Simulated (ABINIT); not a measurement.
# NaF (Villiaumite): G0W0 in ABINIT against the exchange cutoff

Wanted: the cheapest exchange cutoff that holds the gap of NaF (Villiaumite).

Calculated with ABINIT 10.8.3; PBEsol and many-body steps on it, plane waves.

## (1) Set-up

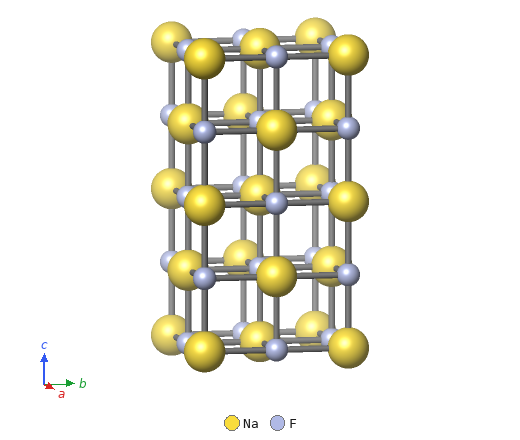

The starting structure, seen slightly off an axis (sodium yellow, fluorine light blue). 1×1×2 cells are drawn. This picture shows the conventional cell, with its axes. Some periodic images of atoms are drawn too.

The cell and positions come from the Crystallography Open Database and are kept as given unless a step says otherwise.

## (2) Screening, 4×4×4 mesh, 26 bands, screening to 130.6 eV

This step: ABINIT 10.8.3; RPA screening on PBEsol, plane waves, norm-conserving pseudopotentials.

The RPA dielectric matrix is built and inverted for each q.

The input, run.abi:

```
acell 3*1.0 Angstrom
rprim 
  -0.000000000000 2.320000000000 2.320000000000
  2.320000000000 -0.000000000000 2.320000000000
  2.320000000000 2.320000000000 -0.000000000000
ntypat 2
znucl 11 9
natom 2
typat 1 2
xred 
  0.000000000000 0.000000000000 0.000000000000
  0.500000000000 0.500000000000 0.500000000000
pp_dirpath "pseudos"
pseudos "Na.upf, F.upf"
ecut 38
ngkpt 4 4 4
nshiftk 1
shiftk 0 0 0
kptopt 1
chksymbreak 0
istwfk *1
occopt 1
irdwfk 1
optdriver 3
nband 26
ecuteps 4.8
inclvkb 2
awtr 1
symchi 1
indata_prefix "in"
outdata_prefix "out"
tmpdata_prefix "tmp"
```

Command:

```sh
$ OMP_NUM_THREADS=1 mpirun -n 4 abinit run.abi > log
```

Output:

```text
.Version 10.8.3 of ABINIT. v10.8.2 released Aug 2026.

 Symmetries : space group Fm -3 m (#225); Bravais cF (face-center cubic)
[... echo of the input left out ...]
== DATASET  1 ==================================================================
-   mpi_nproc: 4, omp_nthreads: 1 (-1 if OMP is not activated)

--- !DatasetInfo
iteration_state: {dtset: 1, }
dimensions: {natom: 2, nkpt: 8, mband: 26, nsppol: 1, nspinor: 1, nspden: 1, mpw: 1917, }
cutoff_energies: {ecut:  38.0, pawecutdg:  -1.0, }
electrons: {nelect:   1.60000000E+01, charge:   0.00000000E+00, occopt:   1.00000000E+00, tsmear:   1.00000000E-02, }

 SCREENING: Calculation of the susceptibility and dielectric matrices

 Based on a program developped by R.W. Godby, V. Olevano, G. Onida, and L. Reining.
 Incorporated in ABINIT by V. Olevano, G.-M. Rignanese, and M. Torrent.
.Using double precision arithmetic ; gwpc =  8

[... cell and pseudopotentials left out ...]
--------------------------------------------------------------------------------

 ==== K-mesh for the wavefunctions ====
 Number of points in the irreducible wedge :     8
[... list of points left out ...]
 Together with 48 symmetry operations and time-reversal symmetry
 yields    64 points in the full Brillouin Zone.

 ==== Q-mesh for the screening function ====
 Number of points in the irreducible wedge :     8
[... list of points left out ...]
 Together with 48 symmetry operations and time-reversal symmetry
 yields    64 points in the full Brillouin Zone.

 setmesh: FFT mesh size selected  =    24x   24x   24
          total number of points  =        13824

 vcoul_init : cutoff-mode = AUXILIARY_FUNCTION
 q-points for optical limit:   1
     1)      0.000010    0.000020    0.000030

- screening: taking advantage of time-reversal symmetry
- Maximum band index for partially occupied states nbvw = 8
- Remaining bands to be divided among processors   nbcw = 18
- Number of bands treated by each node ~4

 Number of electrons calculated from density =   16.0000; Expected =   16.0000
 average of density, n =  0.094936
 r_s =    1.3599
 omega_plasma =   29.7215 [eV]

 calculating chi0 at frequencies [eV] :
  1    0.000000E+00    0.000000E+00
  2    0.000000E+00    2.972147E+01

--------------------------------------------------------------------------------
  q-point number  1        q = ( 0.000000, 0.000000, 0.000000) [r.l.u.]
--------------------------------------------------------------------------------
[... chi0 elements left out ...]
 For q-point:  0.000010 0.000020 0.000030
  dielectric constant =   1.7966
  dielectric constant without local fields =   1.8673

  Average fulfillment of the sum rule on Im[epsilon] for q-point    1 :     21.34  [%]
[... wings left out ...]
  q-point number  2        q = ( 0.250000, 0.000000, 0.000000) [r.l.u.]
--------------------------------------------------------------------------------
[... chi0 elements left out ...]
  Average fulfillment of the sum rule on Im[epsilon] for q-point    2 :     37.57  [%]

 [... 6 further q-points ...]
```

Elapsed: 3 s, on 4 MPI ranks of Arm Neoverse V2, shared host; peak memory 0.1 GiB; 12 s of CPU time.

Numbers from this step:

```yaml
eps_infinity_with_local_fields_on_this_mesh_along_the_program_s_q_direction: 1.797
the_same_without_local_fields: 1.867
plasma_frequency: 29.72 eV
plane_waves_in_the_screening_matrix: 65
```

Local fields lower ε∞ by 4 %. On a Γ-centred mesh this coarse the value itself is usually too large, while a short band sum pulls it down.

## (3) 3.8 Ha

This step: G0W0 on PBEsol, plane waves, norm-conserving pseudopotentials.

Changes to run.abi since step 2:

```diff
@@ -23,8 +23,15 @@
 irdwfk 1
-optdriver 3
+optdriver 4
 nband 26
+gwcalctyp 0
+ecutsigx 3.8
+symsigma 1
+nkptgw 1
+kptgw 
+  0.0000000000 0.0000000000 0.0000000000
+bdgw 
+  6 12
 ecuteps 4.8
-inclvkb 2
-awtr 1
-symchi 1
+irdscr 1
+ppmodel 1
 indata_prefix "in"
```

Output:

```text
.Version 10.8.3 of ABINIT. v10.8.2 released Aug 2026.

 Symmetries : space group Fm -3 m (#225); Bravais cF (face-center cubic)
[... echo of the input left out ...]
== DATASET  1 ==================================================================
-   mpi_nproc: 4, omp_nthreads: 1 (-1 if OMP is not activated)

--- !DatasetInfo
iteration_state: {dtset: 1, }
dimensions: {natom: 2, nkpt: 8, mband: 26, nsppol: 1, nspinor: 1, nspden: 1, mpw: 1917, }
cutoff_energies: {ecut:  38.0, pawecutdg:  -1.0, }
electrons: {nelect:   1.60000000E+01, charge:   0.00000000E+00, occopt:   1.00000000E+00, tsmear:   1.00000000E-02, }

 SIGMA: Calculation of the GW corrections

 Based on a program developped by R.W. Godby, V. Olevano, G. Onida, and L. Reining.
 Incorporated in ABINIT by V. Olevano, G.-M. Rignanese, and M. Torrent.
.Using double precision arithmetic ; gwpc =  8

[... cell and pseudopotentials left out ...]
--------------------------------------------------------------------------------

 ==== K-mesh for the wavefunctions ====
 Number of points in the irreducible wedge :     8
[... list of points left out ...]
 Together with 48 symmetry operations and time-reversal symmetry
 yields    64 points in the full Brillouin Zone.

 ==== Q-mesh for screening function ====
 Number of points in the irreducible wedge :     8
[... list of points left out ...]
 Together with 48 symmetry operations and time-reversal symmetry
 yields    64 points in the full Brillouin Zone.

 vcoul_init : cutoff-mode = AUXILIARY_FUNCTION
 q-points for optical limit:   1
     1)      0.000010    0.000020    0.000030
 setmesh: FFT mesh size selected  =    24x   24x   24
          total number of points  =        13824

 Number of electrons calculated from density =   16.0000; Expected =   16.0000
 average of density, n =  0.094936
 r_s =    1.3599
 omega_plasma =   29.7215 [eV]

 === KS Band Gaps ===
  >>>> For spin  1
   Minimum direct gap =   6.1803 [eV], located at k-point      :   0.0000  0.0000  0.0000
   Fundamental gap    =   6.1803 [eV], Top of valence bands at :   0.0000  0.0000  0.0000
                                       Bottom of conduction at :   0.0000  0.0000  0.0000
 SIGMA fundamental parameters:
 PLASMON POLE MODEL  1
 number of plane-waves for SigmaX                   59
 number of plane-waves for SigmaC and W             59
 number of plane-waves for wavefunctions          1917
 number of bands                                    26
 number of independent spin polarizations            1
 number of spinorial components                      1
 number of k-points in IBZ                           8
 number of q-points in IBZ                           8
 number of symmetry operations                      48
 number of k-points in BZ                           64
 number of q-points in BZ                           64
 number of frequencies for dSigma/dE                 9
 frequency step for dSigma/dE [eV]                0.25
 number of omega for Sigma on real axis              0
 max omega for Sigma on real axis  [eV]           0.00
 zcut for avoiding poles [eV]                     0.10

 EPSILON^-1 parameters (SCR file):
 dimension of the eps^-1 matrix on file             65
 dimension of the eps^-1 matrix used                59
 number of plane-waves for wavefunctions          1917
 number of bands                                    26
 number of q-points in IBZ                           8
 number of frequencies                               2
 number of real frequencies                          1
 number of imag frequencies                          1

 matrix elements of self-energy operator (all in [eV])

 Perturbative Calculation

--- !SelfEnergy_ee
iteration_state: {dtset: 1, }
kpoint     : [   0.000,    0.000,    0.000, ]
spin       : 1
KS_gap     :    6.180
QP_gap     :    8.618
Delta_QP_KS:    2.438
data: !SigmaeeData |
     Band     E0 <VxcDFT>   SigX SigC(E0)      Z dSigC/dE  Sig(E)    E-E0       E
        6  -1.485 -22.214 -25.979   4.710   0.824  -0.214 -21.435   0.778  -0.706
        7  -1.485 -22.214 -25.979   4.710   0.824  -0.214 -21.435   0.778  -0.706
        8  -1.485 -22.214 -25.979   4.710   0.824  -0.214 -21.435   0.778  -0.706
        9   4.696  -9.609  -3.720  -2.336   0.905  -0.105  -6.393   3.216   7.912
       10  17.416  -7.362  -2.012  -2.681   0.910  -0.099  -4.934   2.428  19.844
       11  17.416  -7.362  -2.012  -2.681   0.910  -0.099  -4.934   2.428  19.844
       12  17.416  -7.362  -2.012  -2.681   0.910  -0.099  -4.934   2.428  19.844

== END DATASET(S) ==============================================================
================================================================================

 -outvars: echo values of variables after computation  --------
           etotal      0.0000000000E+00
            nband          26
             nkpt           8
          spgroup         225
 [... the other variables as echoed above ...]

 Calculation completed.
```

Wall time 1.8 s (4 MPI ranks); peak memory 0.09 GiB.

This step gave:

```yaml
g0w0_gap_on_the_points_computed: 8.618 eV
starting_gap_on_the_mesh: 6.180 eV
k_of_the_valence_top: 0, 0, 0
k_of_the_conduction_bottom: 0, 0, 0
z_at_the_valence_top: 0.824
z_at_the_conduction_bottom: 0.905
least_direct_g0w0_gap_on_the_computed_points: 8.618 eV
```

## (4) 7.6 Ha

Changes to run.abi since step 3:

```diff
@@ -26,3 +26,3 @@
 gwcalctyp 0
-ecutsigx 3.8
+ecutsigx 7.6
 symsigma 1
```

Output:

```text
.Version 10.8.3 of ABINIT. v10.8.2 released Aug 2026.

 Symmetries : space group Fm -3 m (#225); Bravais cF (face-center cubic)
[... echo of the input left out ...]
== DATASET  1 ==================================================================
-   mpi_nproc: 4, omp_nthreads: 1 (-1 if OMP is not activated)

--- !DatasetInfo
iteration_state: {dtset: 1, }
dimensions: {natom: 2, nkpt: 8, mband: 26, nsppol: 1, nspinor: 1, nspden: 1, mpw: 1917, }
cutoff_energies: {ecut:  38.0, pawecutdg:  -1.0, }
electrons: {nelect:   1.60000000E+01, charge:   0.00000000E+00, occopt:   1.00000000E+00, tsmear:   1.00000000E-02, }

 SIGMA: Calculation of the GW corrections

 Based on a program developped by R.W. Godby, V. Olevano, G. Onida, and L. Reining.
 Incorporated in ABINIT by V. Olevano, G.-M. Rignanese, and M. Torrent.
.Using double precision arithmetic ; gwpc =  8

[... cell and pseudopotentials left out ...]
--------------------------------------------------------------------------------

 ==== K-mesh for the wavefunctions ====
 Number of points in the irreducible wedge :     8
[... list of points left out ...]
 Together with 48 symmetry operations and time-reversal symmetry
 yields    64 points in the full Brillouin Zone.

 ==== Q-mesh for screening function ====
 Number of points in the irreducible wedge :     8
[... list of points left out ...]
 Together with 48 symmetry operations and time-reversal symmetry
 yields    64 points in the full Brillouin Zone.

 vcoul_init : cutoff-mode = AUXILIARY_FUNCTION
 q-points for optical limit:   1
     1)      0.000010    0.000020    0.000030
 setmesh: FFT mesh size selected  =    25x   25x   25
          total number of points  =        15625

 Number of electrons calculated from density =   16.0000; Expected =   16.0000
[...]
number of q-points in BZ                           64
 number of frequencies for dSigma/dE                 9
 frequency step for dSigma/dE [eV]                0.25
 number of omega for Sigma on real axis              0
 max omega for Sigma on real axis  [eV]           0.00
 zcut for avoiding poles [eV]                     0.10

 EPSILON^-1 parameters (SCR file):
 dimension of the eps^-1 matrix on file             65
 dimension of the eps^-1 matrix used                65
 number of plane-waves for wavefunctions          1917
 number of bands                                    26
 number of q-points in IBZ                           8
 number of frequencies                               2
 number of real frequencies                          1
 number of imag frequencies                          1

 matrix elements of self-energy operator (all in [eV])

 Perturbative Calculation

--- !SelfEnergy_ee
iteration_state: {dtset: 1, }
kpoint     : [   0.000,    0.000,    0.000, ]
spin       : 1
KS_gap     :    6.180
QP_gap     :    9.723
Delta_QP_KS:    3.542
data: !SigmaeeData |
     Band     E0 <VxcDFT>   SigX SigC(E0)      Z dSigC/dE  Sig(E)    E-E0       E
        6  -1.485 -22.214 -28.481   4.759   0.822  -0.216 -23.454  -1.240  -2.724
        7  -1.485 -22.214 -28.481   4.759   0.822  -0.216 -23.454  -1.240  -2.724
        8  -1.485 -22.214 -28.481   4.759   0.822  -0.216 -23.454  -1.240  -2.724
        9   4.696  -9.609  -4.741  -2.323   0.905  -0.105  -7.306   2.302   6.998
       10  17.416  -7.362  -2.112  -2.679   0.910  -0.099  -5.023   2.338  19.755
       11  17.416  -7.362  -2.112  -2.679   0.910  -0.099  -5.023   2.338  19.755
       12  17.416  -7.362  -2.112  -2.679   0.910  -0.099  -5.023   2.338  19.755

== END DATASET(S) ==============================================================
================================================================================

 -outvars: echo values of variables after computation  --------
           etotal      0.0000000000E+00
            nband          26
             nkpt           8
          spgroup         225
 [... the other variables as echoed above ...]

 Calculation completed.
```

Wall time 1.8 s (4 MPI ranks); peak memory 0.09 GiB; 6.9 s of CPU time.

Numbers from this step:

```yaml
g0w0_gap_on_the_points_computed: 9.722 eV
starting_gap_on_the_mesh: 6.180 eV
k_of_the_valence_top: 0, 0, 0
k_of_the_conduction_bottom: 0, 0, 0
z_at_the_valence_top: 0.822
z_at_the_conduction_bottom: 0.905
least_direct_g0w0_gap_on_the_computed_points: 9.722 eV
```

[end of part 1 of 2]

[Paths, hosts, dates, memory and timing lines, banners, echoed tables and standing remarks are left out of the program output.]

[Logs are printed without paths, hosts, clocks, repeated set-up lines and the standing remarks that a program may print on its own settings, such as how far it seeks lower states.]

[Runs of the session that timed out or met a known fault of the program may be left out.]

[Hosts, paths, dates, database ids (printed as entryN), source tags and the programs' standing remarks are cut or masked in the printed files.]

[G0W0 gaps are taken among the corrected bands and points alone; a level outside them can change the order at an edge.]

[Where Ansatz stands beside ABINIT at settings called matched, ABINIT's density can come from a denser mesh and the files from another edition; pairs whose starting gaps differed by over 0.03 eV were left out, so agreement reads better than it is.]
